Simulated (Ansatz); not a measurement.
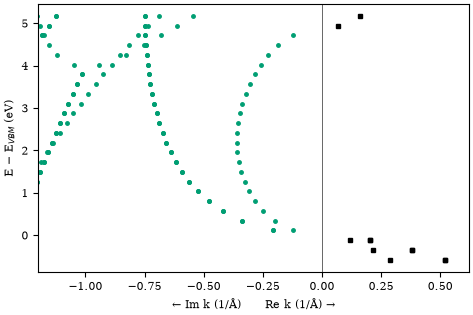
Complex bands at the centre of the two-dimensional zone; PBEsol (Ansatz, a quantum-chemistry and plane-wave program)

The gap is the functional's own, uncorrected, and κ follows it; spin-orbit coupling is left out. Mid-gap values are interpolated between the computed energies.

### Question
This is LiBr (Fm-3m, rock salt, 2 atoms a cell, 20.2 Å³ an atom) along the normal of (001). Read off the slowest decay at the centre of the two-dimensional zone at 2.42 eV, the computed energy nearest the middle of the gap.

### Answer
κ ≈ 0.36 1/Å, a decay length 1/(2κ) of the density of 1.4 Å.
